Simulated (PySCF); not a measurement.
# C5H7NO2Se: the cost of one run

Programs: PySCF 2.14.0, with routines of our own; each step states its level. All values are computed. Atoms count from 0.

## 1. The system as given

16 atoms, charge 0, multiplicity 1; geometry from: GFN2-xTB.

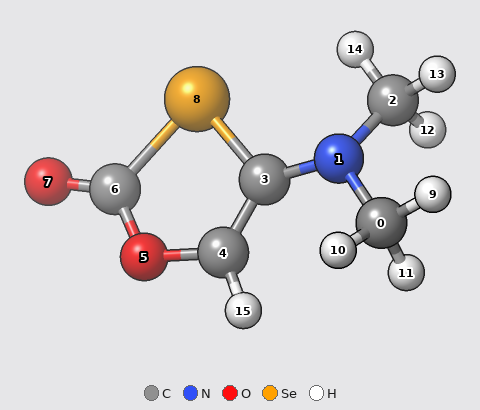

The starting geometry (carbon grey, nitrogen blue, oxygen red, selenium orange, hydrogen white).

## 2. Magnetic properties: GIAO KT3/pcSseg-1

The job: settings as JSON, then the geometry in Å.

```
{"job": {"kind": "mag", "xc": "KT3", "basis": "pcSseg-1", "isotopologues": 0}, "charge": 0, "multiplicity": 1}
C     -1.613021    -1.033723     0.097672
N     -0.809484     0.140239    -0.155290
C     -1.478571     1.402208     0.062808
C      0.525479     0.055667     0.126819
C      1.213975    -1.018328     0.560422
O      2.586024    -0.926257     0.628940
C      3.127259     0.216194     0.276473
O      4.290427     0.475182     0.274702
Se     1.744261     1.482713    -0.268929
H     -2.599114    -0.876932    -0.335866
H     -1.153154    -1.894629    -0.384172
H     -1.726341    -1.242901     1.167952
H     -1.709378     1.573097     1.121152
H     -2.406618     1.414122    -0.507725
H     -0.840075     2.213052    -0.292692
H      0.840732    -1.970758     0.883806
```

Level: GIAO KT3/pcSseg-1 magnetisability, rotational g tensor and spin-rotation constants, non-relativistic, gas phase.

Started as:

```bash
OMP_NUM_THREADS=1 python excited_run.py task.json out
```

One launch serves the whole session: the jobs run in the order shown.

Q: Estimate the wall time and peak memory of this first job on 1 thread of AMD EPYC 9R45, shared host.

About 50 s, with a peak of 0.78 GiB.
